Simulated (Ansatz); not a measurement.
# CH4O2Si (SMILES O=CO[SiH3]): what the fields show

```xyz
8

O     1.3375   -0.2410    1.2910
C     1.4580    0.3136    0.2184
O     0.4676    0.4537   -0.6802
Si   -1.0790   -0.2205   -0.2356
H     2.4055    0.7772   -0.1583
H    -1.9220    0.1067   -1.4274
H    -0.9674   -1.7026   -0.0547
H    -1.6079    0.4558    0.9911
```

Method: RKS PBE/def2-SVP in Ansatz 0.2.0.

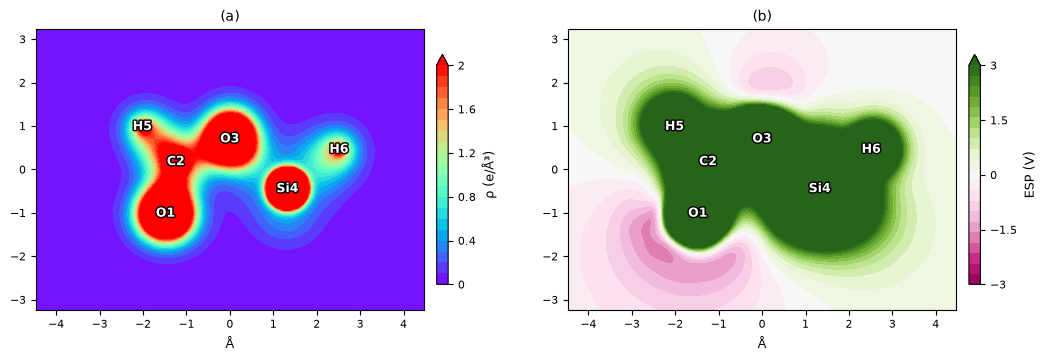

Figure 1. (a) electron density; (b) molecular electrostatic potential on the plane of atoms C2, O3 and Si4.

**Interpret the plot.**

The section cuts through O, C, Si and H sites. C–O (1.21 Å): ρ is about 3.3 e/Å³ halfway. Si–O (1.74 Å): ρ is about 0.91 e/Å³ halfway. C–H (1.12 Å): the density is about 1.9 e/Å³ at the midpoint. C–O (1.34 Å): ρ is about 2.4 e/Å³ halfway, with its minimum of 2 e/Å³ about 0.5 Å from C. Si–H (1.50 Å): ρ is about 0.77 e/Å³ halfway. Outside the dense part of the molecule the potential is most negative (−1.7 V) near O1.

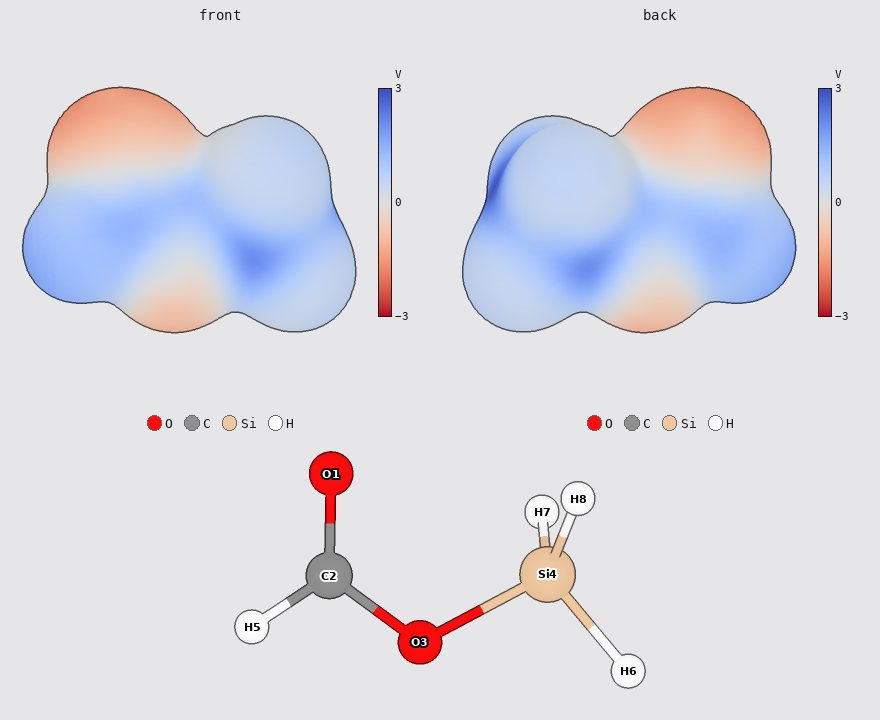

Figure 2. The electrostatic potential painted on the density surface at 0.004 e/bohr³, seen from the front and from behind; the colour scale runs from red (negative) to blue (positive). The bare structure is drawn below in the same view.

**Which sites attract a positive test charge, and which a negative one?**

A positive charge is drawn to the negative regions and a negative charge to the positive ones. The most negative region (about −1.6 V) lies over O1, the most positive (about +2.6 V) over Si4. O1 is the likeliest acceptor of a hydrogen bond.

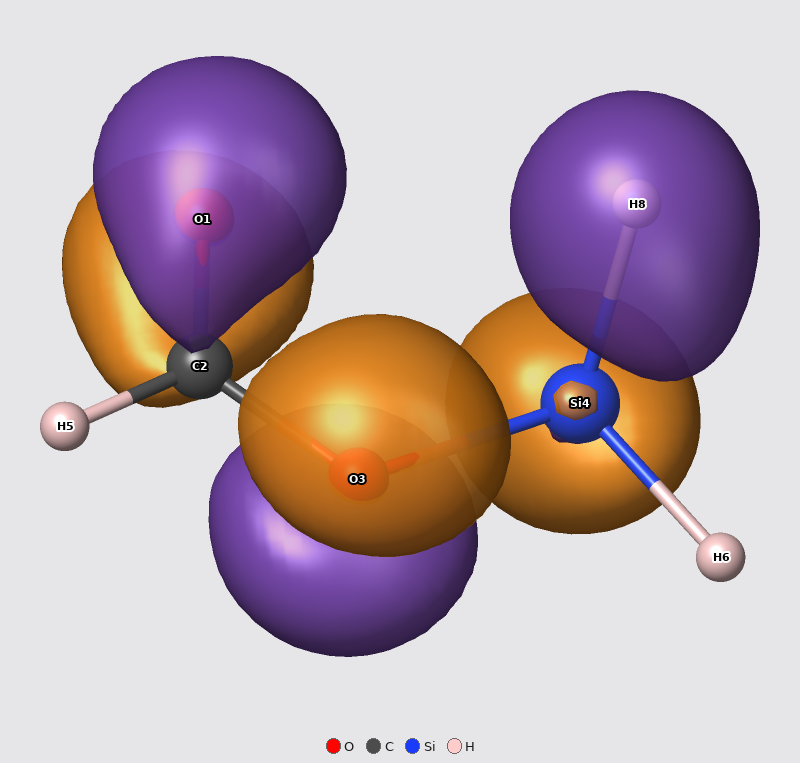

Figure 3. The HOMO−1 at ±0.1 Å⁻³ᐟ² (orange and purple are the two phases), seen at a tilt.

**Describe this orbital and give its energy.**

It lies mainly on O3 (about 40 %), O1 (about 30 %), H8 (about 5 %), H7 (about 5 %) and C2 (about 5 %). Its energy is −7.79 eV.
